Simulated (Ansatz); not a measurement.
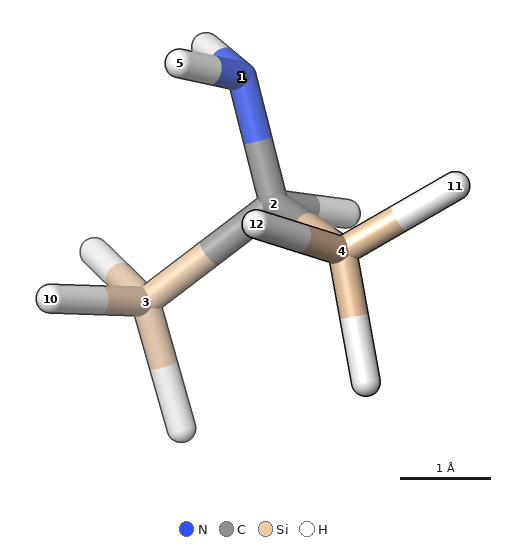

*The structure (stick view, seen at a tilt; atoms are numbered from 1 in the order of the input).*

**Single-point calculation, with input and output: CH₉NSi₂**

System: CH₉NSi₂, SMILES NC([SiH3])[SiH3].
Method: RKS PBE0-D4/def2-TZVPP (Ansatz 0.2.0).

The geometry comes from this level: PBE0-D4/def2-TZVP.

### The program's output
```
Functional definition: PBE0
  name "PBE0"
  cite "Adamo & Barone, J. Chem. Phys. 110, 6158 (1999) doi:10.1063/1.478522"
  cite "Perdew, Burke & Ernzerhof, Phys. Rev. Lett. 77, 3865 (1996) doi:10.1103/PhysRevLett.77.3865"
  parent pbe
  parameter a = 0.25
  parameter kappa = 0.804
  parameter beta = 0.06672455060314922
  exchange = (1 - a)*pbe_x(kappa = kappa, mu = beta*pi^2/3) + a*exact_x
  correlation = pbe_c(beta = beta)
1448 factors; their error is unknown
mean field evaluation 1: about -18413.2175 eV, gradient 5.7e1 eV
mean field evaluation 2: about -18403.1124 eV, gradient 8.4e1 eV
mean field evaluation 4: about -18420.0784 eV, gradient 3.2e0 eV
mean field evaluation 8: about -18420.1042 eV, gradient 3.4e-2 eV
mean field -18420.13517961 eV, -676.9274822346 hartree, gradient 7.4e-5 eV, S^2 0.000000; 0 other end points of the search recorded, 0 dependent functions left out
reference -18420.13521582 eV, -676.9274835652 hartree; 25, 25 occupied and 247, 247 virtual orbitals, 1448 factors
Total energy: -18420.38237346 eV, -676.9365664409 hartree
```

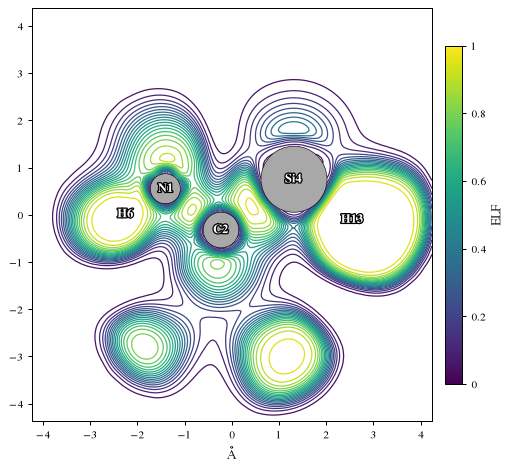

*Electron localisation function on the plane of atoms C2, Si4 and H13. Grey discs, where drawn, cover atomic cores.*

The section cuts through N, C, Si and H sites. C–N (1.47 Å): the ELF peaks at about 0.90 between the atoms, which marks a shared electron pair. C–Si (1.88 Å): the ELF peaks at about 0.95 between the atoms (a shared electron pair). Si–H (1.49 Å): the ELF climbs to about 1 towards the hydrogen.

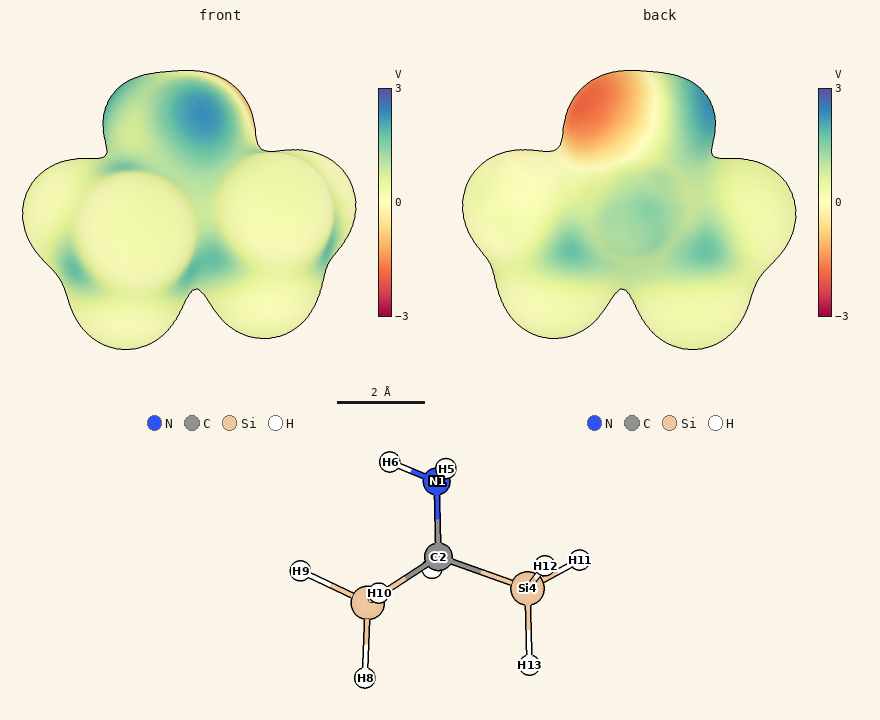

*The molecular electrostatic potential painted on the density surface at 0.004 e/bohr³, seen at a tilt and from behind; red is negative and blue positive. The bare structure is drawn below in the same view.*

A positive charge is drawn to the negative regions and a negative charge to the positive ones.

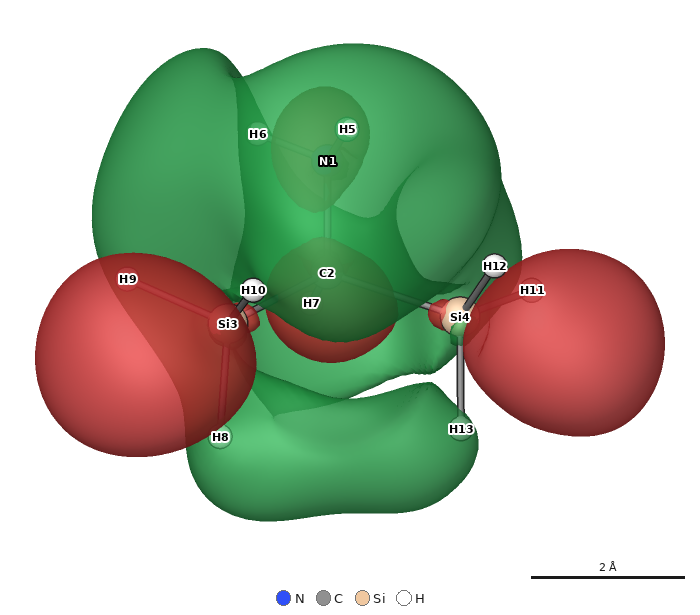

*One frontier orbital at ±0.06 Å⁻³ᐟ² (green and red are the two phases), seen at a tilt.*

The LUMO, at 0.17 eV. By Hirshfeld shares it lies mainly on Si3 (25 %), Si4 (20 %) and C2 (10 %).

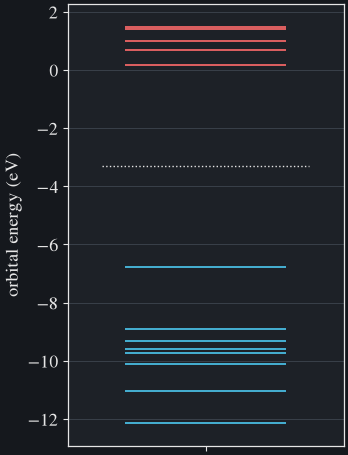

*Orbital energies near the frontier; the dotted line parts filled from empty levels, and levels within 0.02 eV of each other stand side by side.*

Highest filled −6.78 eV, lowest empty 0.17 eV, 6.95 eV apart.

The run was set up as follows.

### Input file
```yaml
crystal:
  periodic: [false, false, false]
  atoms:
    - {symbol: N, position_ang: [0.428071, 1.407129, -0.816894]}
    - {symbol: C, position_ang: [-0.383609, 0.379770, -0.142421]}
    - {symbol: Si, position_ang: [0.157964, 0.056945, 1.637381]}
    - {symbol: Si, position_ang: [-0.402938, -1.167991, -1.214652]}
    - {symbol: H, position_ang: [1.388315, 1.098697, -0.915049]}
    - {symbol: H, position_ang: [0.449372, 2.268037, -0.281987]}
    - {symbol: H, position_ang: [-1.426423, 0.722766, -0.121365]}
    - {symbol: H, position_ang: [-0.753356, -0.868852, 2.365188]}
    - {symbol: H, position_ang: [0.208796, 1.357766, 2.363813]}
    - {symbol: H, position_ang: [1.531046, -0.520438, 1.632427]}
    - {symbol: H, position_ang: [-1.065802, -0.907779, -2.518292]}
    - {symbol: H, position_ang: [1.002209, -1.593110, -1.465805]}
    - {symbol: H, position_ang: [-1.113348, -2.267642, -0.507444]}
basis:
  gaussian: {orbitals: def2-TZVPP}
hamiltonian: {xc: pbe0, dispersion: d4}
output: {orbitals: {seedname: orbitals}}
```

Command:
```bash
ansatz run in.yaml --threads 4 --pin off --events-out ev --progress --plain --max-ram 10444MiB
```

### Results in brief

```csv
quantity,value
outcome,converged
total energy,−18420.3824 eV
mean-field energy,−18420.1352 eV
dispersion energy,−0.2472 eV
SCF solution under orbital rotations,stable
HOMO,−6.78 eV
LUMO,0.17 eV
hardware,"4 threads of Intel Xeon, 15 GiB of memory available, shared host"
wall time,1.6 s (CPU time 5.9 s)
peak memory,0.71 GiB
```
